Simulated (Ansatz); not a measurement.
# Electron–phonon scattering in Pb(111) film of 2 layers, part 4 of 4

Question: is the lattice of Pb(111) film of 2 layers stable, and if so, what are its coupling constant and resistivity?

Ansatz 0.2.0; DFT PBE, scalar-relativistic, plane waves, PAW.

So far, coupling constant λ: step 6 (electron–phonon run: q 3×3×1, k 9×9×1, scattering 12×12×1) 0.847. Also log mean phonon energy ħω_log (meV): step 6 5.02.

## Step 7: Resistivity: q 3×3×1, k 9×9×1, scattering 18×18×1

The next rung changes the scattering mesh, which samples the Fermi surface.

Contents of input.yaml:

```yaml
crystal:
  lattice:
    - [3.5309195441, 0.0, 0.0]
    - [-1.7654597721, 3.0578660239, 0.0]
    - [0.0, 0.0, 29.5157663076]
  atoms:
    - { symbol: Pb, position: [0.0, 0.0, 0.1901731783] }
    - { symbol: Pb, position: [0.3333333333, 0.6666666667, 0.2793345368] }
  periodic: [true, true, false]
kpoints:
  mp_grid: { grid: [9, 9, 1] }
hamiltonian:
  xc: pbe
scf:
  occupations: { method: methfessel_paxton, width: 0.2 }
output:
  eigenvalues: true
phonons:
  method: dfpt
  qmesh: [3, 3, 1]
  temperatures: { t_max: 1000, t_step: 50 }
  qpath:
    path:
      - [0.0, 0.0, 0.0]
      - [0.5, 0.0, 0.0]
      - [0.33333333, 0.33333333, 0.0]
      - [0.0, 0.0, 0.0]
    npoints: 10
  electrical_resistivity:
    mesh: [18, 18, 1]
    temperatures: [20.0, 50.0, 77.0, 100.0, 150.0, 200.0, 300.0, 400.0, 600.0, 800.0]
```

Run with:

```
> ansatz run input.yaml --threads 4 --pin off --max-ram 16384MiB --backend cpu --events-out ev --progress --plain --runs-dir out
```

Numbers of over 12 decimals in the logs are rounded to 6 here.

The program printed:

```text
[...]
Crystal: 2 atoms, lattice volume = 318.684 Å³
Basis set: ecut = 420 eV, 6165 PW (Γ), exchange–correlation on 48×48×400 points (8 copies of the dense FFT grid, shifted against one another)
Bands: 18, of which v1, the nominal top of the filled ones, is band 14 counted from 1 (13 counted from 0)
Symmetry: 12 space group operations
k-points: 12 of 81 (irreducible under 6 space group operations, time reversal used)
[...]
SCF iter   1: F=—  HF=-23812.592617 eV  |F-HF|=—  |Δ(HF+E_count)|=         —  Δρ=6.98e-4  dr2=4.39e-3  ethr=1.77e-3  ⟨swp⟩=10.4  Hψ=1620  notcnv=0
[...]
SCF iter   8: F=-23812.594057 eV  HF=-23812.594057 eV  |F-HF|=2.58e-10  |Δ(HF+E_count)|=   3.91e-9  S|Δr|=    0.00e0  Δρ=4.38e-8  dr2=7.04e-12  ethr=1.00e-12  ⟨swp⟩=13.9  Hψ=2190  notcnv=0
SCF 1 converged in 8 iterations: F = -23812.594057 eV  dr2 = 7.04e-12
[...]
k-points: 12 of 81
SCF iter   1: F=—  HF=-23812.592617 eV  |F-HF|=—  |Δ(HF+E_count)|=         —  Δρ=6.98e-4  dr2=4.39e-3  ethr=1.77e-3  ⟨swp⟩=10.4  Hψ=1620  notcnv=0
[...]
SCF iter   8: F=-23812.594057 eV  HF=-23812.594057 eV  |F-HF|=2.91e-10  |Δ(HF+E_count)|=   3.94e-9  S|Δr|=    0.00e0  Δρ=4.39e-8  dr2=7.11e-12  ethr=1.00e-12  ⟨swp⟩=2.5  Hψ=937  notcnv=0
SCF 2 converged in 8 iterations: F = -23812.594057 eV  dr2 = 7.11e-12
[...]
SCF converged after 8 iterations
[...]
Free energy (F): -23812.594057 eV
[...]
Internal energy: -23812.590869 eV  (E = F + TS)
E sigma→0 (E₀):  -23812.593260 eV
Entropy (-TS):   -0.003188 eV (-1.594 meV/atom)
Fermi energy:    -3.783449 eV
[...]
--- Band table (eV; the first three rows and the last of 12) ---
  k-point 0: bands = [... 10 lower, -14.9298, -12.5310, -6.1493, -2.2567, -0.4016 (-0.4097°), 0.1414 (-0.0034°), 0.7523, 1.2177]
  k-point 1: bands = [... 10 lower, -14.7220, -12.3558, -5.9291, -2.1544, -0.2177 (-0.2251°), 0.0230 (0.0143°), 0.4286, 0.9355]
  k-point 2: bands = [... 10 lower, -14.1041, -11.8473, -5.3040, -3.1475, -1.3412, -0.8961 (-0.8961°), 0.2415, 0.4250]
  k-point 11: bands = [... 10 lower, -10.7785, -10.7785, -5.9038, -5.1267, -5.1267, -3.7156, -0.9507, -0.9507]
  ° read free of the cell's end (the report's vacuum.weakly_bound_levels)
[...]
ASR residual: 1.903e-5 → 0.000e0 eV/Å²; symmetrization residual: 1.265e-7 eV/Å²
[...]
ASR residual per site (eV/Å²): 1.90e-5 1.90e-5
  Γ frequencies (cm⁻¹): 0.00 0.00 0.00 40.32 40.32 96.10
--- Phonons (arbitrary-q DFPT): 3 irreducible q on the 3×3×1 mesh ---
[...]
interpolated dispersion: 31 rows × 6 modes
[...]
--- Electrical resistivity: potentials and phonons of a 3×3×1 supercell ---
[...]
at the Fermi level of each mesh (of a tensor half of its trace):
[...]
18×18×1                     0.4341              3.4052    0.8576    0.7440           4.945
          9×9×1                     0.2926              2.9705    0.4936    0.4109           5.077
  resistivity on the deck's mesh, µΩ·cm:
[...]
20.00      2.0157e0              no      2.0157e0      2.0157e0      0.0000e0        2.4894e0          2.3062e0
     50.00      1.0274e1              no      1.0274e1      1.0274e1      0.0000e0        1.1152e1          1.1266e1
     77.00      1.7453e1              no      1.7453e1      1.7453e1      0.0000e0        1.8715e1          1.9164e1
    100.00      2.3362e1              no      2.3362e1      2.3362e1      0.0000e0        2.4988e1          2.5671e1
    150.00      3.5951e1              no      3.5951e1      3.5951e1      0.0000e0        3.8409e1          3.9524e1
    200.00      4.8443e1              no      4.8443e1      4.8443e1      0.0000e0        5.1795e1          5.3260e1
    300.00      7.3689e1              no      7.3689e1      7.3689e1      0.0000e0        7.9053e1          8.0953e1
    400.00      9.9549e1              no      9.9549e1      9.9549e1      0.0000e0        1.0707e2          1.0928e2
    600.00      1.5268e2              no      1.5268e2      1.5268e2      0.0000e0        1.6529e2          1.6749e2
    800.00      2.0724e2              no      2.0724e2      2.0724e2      0.0000e0        2.2599e2          2.2751e2
  sheet resistance at 20 K: 6.829 Ω
[...]
sheet resistance at 50 K: 34.81 Ω
[...]
sheet resistance at 77 K: 59.13 Ω
[...]
sheet resistance at 100 K: 79.15 Ω
[...]
sheet resistance at 150 K: 121.8 Ω
[...]
sheet resistance at 200 K: 164.1 Ω
[...]
sheet resistance at 300 K: 249.7 Ω
[...]
sheet resistance at 400 K: 337.3 Ω
[...]
sheet resistance at 600 K: 517.3 Ω
[...]
sheet resistance at 800 K: 702.1 Ω
[...]
vibrations of 9 cells: unjudged by the run; compare a larger repeat
[...]
```

It took 2.5 min on 4 threads of Arm Neoverse V1, shared host; peak memory 3.7 GiB.

This step gave:

```
sheet resistance 300K                : 249.7 Ω/square, mean in the plane
resistivity at 300 K                 : 73.69 μΩ cm, mean of the axes, of the whole cell with its vacuum
coupling constant λ                  : 0.8576
density of states at the Fermi level : 0.4341 states/eV a spin and cell
log mean phonon energy ħω_log        : 4.945 meV
transport coupling constant λ_tr     : 0.744, 0.744, 0 (xx, yy, zz)
Drude plasma energy                  : 3.405, 3.405, 0 eV (xx, yy, zz), of the whole cell with its vacuum
second-moment phonon energy ħω₂      : 6.075 meV, from the broadened α²F curve
coupling λ by branch                 : 0.222, 0.162, 0.152, 0.178, 0.0895, 0.0549 (branches by rank of frequency)
```

Solved on the 3×3×1 mesh alone; all other wavevectors are interpolated. Phonon branches along the path, in cm⁻¹:

```
point  branch 1  branch 2  branch 3  branch 4  branch 5  branch 6
    Γ         0         0         0        40        40        96
    M        31        36        53        55        84        86
    K        47        48        48        61        83        83
    Γ         0         0         0        40        40        96
```

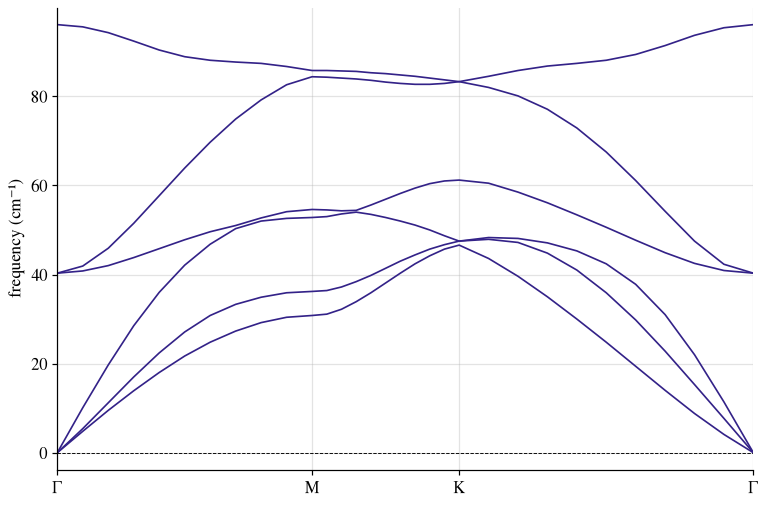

Phonon branches along the path.

The Eliashberg function α²F has structure finer than the step of the table below, so its rows give means over 0.5 meV, whole bins alone (the curve runs from 0.047 to 11.9 meV). Peaks (meV: height): α²F 4.51: 0.450, 5.07: 0.480, 6.56: 0.846, 7.49: 0.485, 10.19: 0.223, 10.84: 0.669; α²F tr 4.51: 0.356, 5.82: 0.569, 6.56: 0.779, 7.49: 0.291, 10.19: 0.247, 10.84: 0.451.

The Eliashberg function α²F by phonon energy; means over each step:

```
phonon energy (meV)      α²F   α²F tr
                0.5  0.00644  0.00174
                1.0   0.0214   0.0114
                1.5   0.0343   0.0284
                2.0   0.0421   0.0365
                2.5   0.0469   0.0433
                3.0   0.0632   0.0728
                3.5    0.138    0.146
                4.0    0.295    0.271
                4.5    0.380    0.309
                5.0    0.380    0.298
                5.5    0.439    0.479
                6.0    0.491    0.555
                6.5    0.650    0.634
                7.0    0.417    0.206
                7.5    0.315    0.179
                8.0   0.0520   0.0340
                8.5   0.0461   0.0356
                9.0   0.0546   0.0396
                9.5   0.0919   0.0931
               10.0    0.162    0.178
               10.5    0.271    0.243
               11.0    0.280    0.188
               11.5   0.0756   0.0299
```

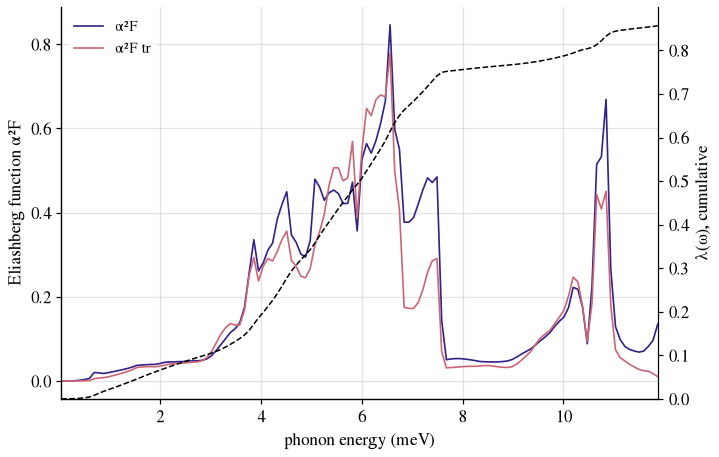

Eliashberg function α²F, plotted against phonon energy. The dashed line is the running λ.

Of the whole cell with its vacuum, so only the sheet resistance is a property of the layer; the means are those of the plane. Resistivity, by row:

```
T (K)  ρ_xx (μΩ cm)   ρ_yy  ρ_zz  ρ by Ziman's lowest order, mean  ρ by relaxation times, mean  within 2 % of the coarser mesh
   20         2.016  2.016     -                            2.489                        2.306                              no
   50         10.27  10.27     -                            11.15                        11.27                              no
   77         17.45  17.45     -                            18.72                        19.16                              no
  100         23.36  23.36     -                            24.99                        25.67                              no
  150         35.95  35.95     -                            38.41                        39.52                              no
  200         48.44  48.44     -                             51.8                        53.26                              no
  300         73.69  73.69     -                            79.05                        80.95                              no
  400         99.55  99.55     -                            107.1                        109.3                              no
  600         152.7  152.7     -                            165.3                        167.5                              no
  800         207.2  207.2     -                              226                        227.5                              no
```

The cell's resistivity over its height. Sheet resistance, along x against temperature:

```
temperature (K)  sheet resistance, along x (Ω/square)
             20                                  6.83
             50                                  34.8
             77                                  59.1
            100                                  79.2
            150                                   122
            200                                   164
            300                                   250
            400                                   337
            600                                   517
            800                                   702
```

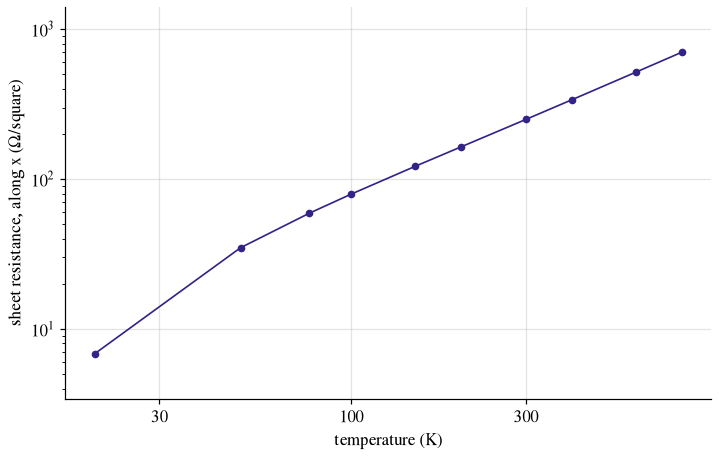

Sheet resistance, along x, plotted against temperature.

Some points of the scattering mesh along the symmetry lines, up to three branches each (those of largest λ), at most 39 rows; the frequencies are those of the scattering step, which can differ from the solved and plainly interpolated ones; single rows converge slowly. Mode couplings:

```
    q1      q2  q3  branch  ħω (meV)     λ_q  half width (meV)
0.1667       0   0       1       1.9   0.297           0.00146
0.1667       0   0       3      3.86   0.144           0.00294
0.1667       0   0       5      6.64   0.152           0.00915
   0.5       0   0       1      3.81   0.268           0.00532
   0.5       0   0       3      6.55   0.099           0.00579
   0.5       0   0       6     10.64  0.0937            0.0145
0.4444  0.1111   0       1      4.28   0.364           0.00909
0.4444  0.1111   0       2      4.82   0.166           0.00524
0.4444  0.1111   0       6      10.6   0.113            0.0173
0.3889  0.2222   0       1      5.17   0.154           0.00562
0.3889  0.2222   0       2      5.45   0.161           0.00651
0.3889  0.2222   0       4      7.32   0.309            0.0225
0.2778  0.2778   0       2       5.9   0.156            0.0074
0.2778  0.2778   0       3      5.98   0.277            0.0135
0.2778  0.2778   0       4      7.35   0.527            0.0388
0.2222  0.2222   0       2      5.41   0.124           0.00494
0.2222  0.2222   0       3      5.78   0.255            0.0116
0.2222  0.2222   0       4      6.84   0.442            0.0282
0.1667  0.1667   0       3      5.26   0.589            0.0222
0.1667  0.1667   0       4      6.27   0.198            0.0106
0.1667  0.1667   0       5      8.36  0.0551           0.00525
0.0556  0.0556   0       1      0.89   0.579           6.19e-4
0.0556  0.0556   0       4      5.19   0.123           0.00453
0.0556  0.0556   0       5      5.65   0.264            0.0115
```

Largest shares of lambda; single rows converge slowly. Strongest modes:

```
     q1       q2  q3  star  branch  ħω (meV)     λ_q  half width (meV)
 0.2222   0.2778   0    12       4     7.091  0.4321           0.02963
 0.2778   0.3333   0    12       4     7.497  0.4291           0.03289
      0  0.05556   0     6       1    0.6582  0.8079           4.77e-4
0.05556   0.1111   0    12       1     1.491  0.3773          0.001145
 0.1111   0.3333   0    12       2     4.723  0.3211          0.009767
 0.2222   0.3333   0    12       4     7.257  0.3195           0.02294
 0.1111   0.2222   0    12       3     5.479   0.319           0.01306
 0.1111   0.3889   0    12       1     4.191  0.3163          0.007577
```

300 K. Table of cumulative share of the conductivity, along x by mean free path:

```
mean free path (nm)  cumulative share of the conductivity, along x
               2.51                                         0.0140
               2.82                                         0.0552
               3.16                                         0.0866
               3.55                                         0.0971
               3.98                                         0.0988
               4.47                                          0.143
               5.01                                          0.255
               5.62                                          0.342
               6.31                                          0.416
               7.08                                          0.444
               7.94                                          0.449
               8.91                                          0.503
                 10                                          0.541
               11.2                                          0.764
               12.6                                          0.963
```

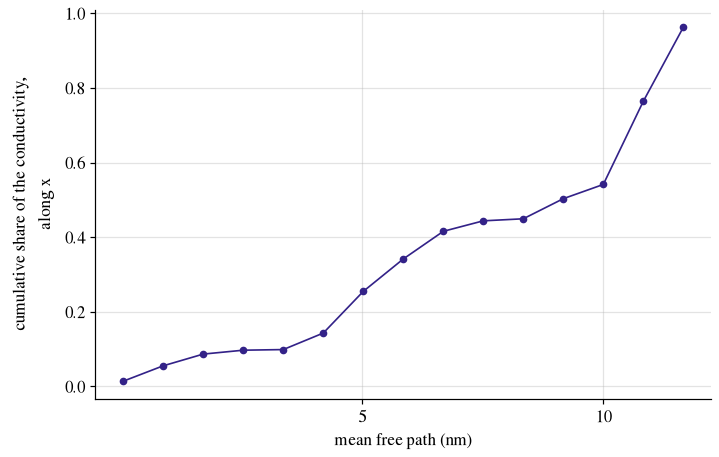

Cumulative share of the conductivity, along x, plotted against mean free path.

Resistivity by mesh:

```
   mesh  T (K)  mean rho (μΩ cm)
18x18x1     20             2.016
18x18x1    300             73.69
18x18x1    800             207.2
  9x9x1     20             1.402
  9x9x1    300              64.4
  9x9x1    800             185.5
```

The modes, Pb has structure finer than the step of the table below, so its rows give means over 10 cm⁻¹, whole bins alone (the curve runs from -10 to 109 cm⁻¹). Peaks (cm⁻¹: height): 52.1: 0.161, 86.5: 0.147.

Phonopy on the run's constants, 19x19x1 mesh, Gaussian sigma 2.0 cm⁻¹. Modes, Pb against wavenumber; means over each step:

```
wavenumber (cm⁻¹)  modes, Pb (1/cm⁻¹/cell)
                0                  0.00258
               10                   0.0162
               20                   0.0359
               30                   0.0785
               40                    0.104
               50                    0.140
               60                   0.0476
               70                   0.0229
               80                   0.0659
               90                   0.0830
              100                  0.00320
```

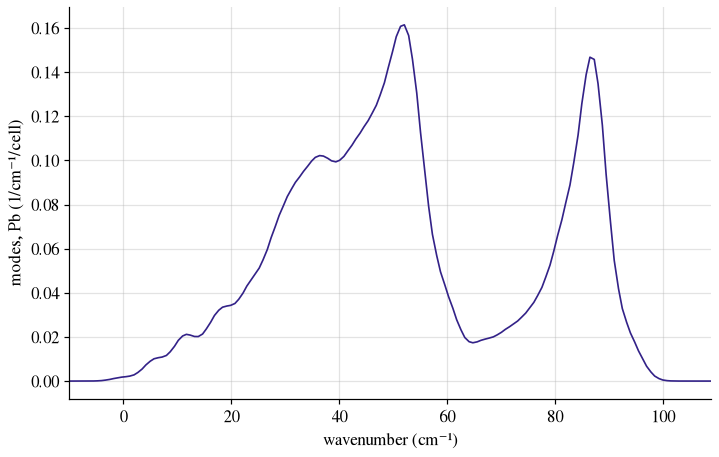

Modes, Pb, plotted against wavenumber.

No LO-TO term; unit eigenvectors of the mass-weighted matrix. Modes at Γ:

```
mode  frequency (cm⁻¹)  symmetry
   1               0.0   unnamed
   2               0.0   unnamed
   3               0.0   unnamed
   4              40.3        Eg
   5              40.3        Eg
   6              96.1       A1g
```

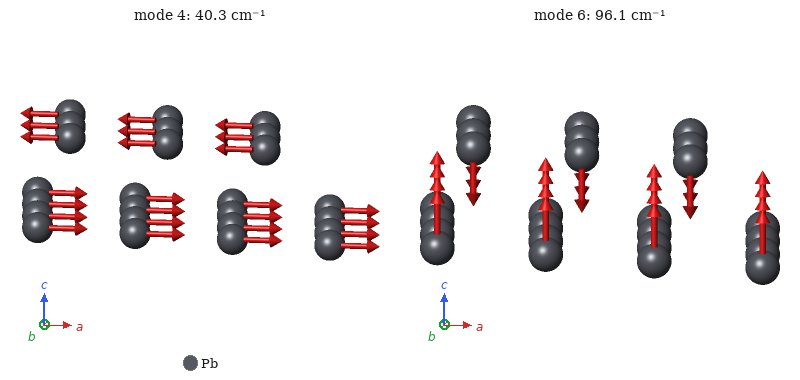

Displacement patterns of modes 4 and 6 at Γ; arrows are exaggerated. 3×3×1 cells are drawn. Some periodic images of atoms are drawn too.

The self-energy step met imaginary modes, so this run fell back to plain Fourier phonons and is not comparable with runs that kept it. Some states were left unconverged by the eigensolver. By its own test the run is not converged in the mesh. λ = 0.858 and 250 Ω per square at 300 K, against 0.847 and 271 in the run with q 3×3×1, k 9×9×1, scattering 12×12×1 (+1.3 % and -7.8 %). The run's own test puts 13 % between its two finest meshes on the component of the resistivity at 300 K that moves most, more than that change. By the run's own test λ moves by 42 % between its two finest scattering meshes. A coarser mesh gave an imaginary mode at a wavevector that this mesh lacks.

## Step 8: What came out

```json
{"run": "PBE, q 3×3×1, k 9×9×1, scattering 18×18×1", "coupling constant λ": "0.858", "log mean phonon energy ħω_log": "4.95 meV", "states at the Fermi level": "0.434 states/eV/spin/cell", "sheet resistance at 300 K": "250 Ω per square", "change between its two finest scattering meshes": "λ 42 %, resistivity at 300 K 13 %", "time of that run": "2.5 min"}
```

In words: On the last rung that gave a resistivity at the base settings (q 3×3×1, k 9×9×1, scattering 18×18×1), Pb(111) film of 2 layers has λ = 0.86 and a phonon-limited sheet resistance of 250 Ω per square at 300 K. Twice the integral of α²F/ω over this curve gives λ = 0.86, half of it from below 5.54 meV. The coupling is strong (λ = 0.86), so phonons raise the electrons' mass at the Fermi surface by about 86 %, if this value holds on finer meshes. The coarsest meshes gave an imaginary mode at a wavevector that the finer q mesh does not hold, so the instability is unseen there and not shown to be gone. By the run's own test λ moves by 42 % between the two scattering meshes. Values of ρ(T) above 601 K, the melting point, are the model's extrapolation. Values of ρ(T) under 50 K rest on the softest modes, mostly interpolated ones, and are the least sure of the table. The high-temperature form ρ = 2π k_B T λ_tr/(ħ ε₀ ω_p²) gives 77.5 μΩ cm along x at 300 K, against 73.7 from the Boltzmann equation. The three lowest branches give 62 % of λ. By the run's own test, which takes the component that moves most, the resistivity at 300 K moves by 13 % between its two finest scattering meshes, so it is not converged. Only scattering by harmonic phonons counts; impurities, grain boundaries and thermal expansion are left out. The resistivity belongs to the whole cell, vacuum included; the sheet resistance is the quantity that does not depend on the vacuum. Spin–orbit coupling, left out here, matters for Pb. The c of the given cell is the typed one; the program laid its own vacuum and ran the layer in a cell 29.5 Å high. The structure was built by hand as an ordered model, and its stability against other phases was not tested.

[Logs are printed without paths, hosts, clocks, repeated set-up lines and the standing remarks that a program may print on its own settings, such as how far it seeks lower states.]

[Hosts, paths, dates, database ids (printed as entryN), source tags and the programs' standing remarks are cut or masked in the printed files.]
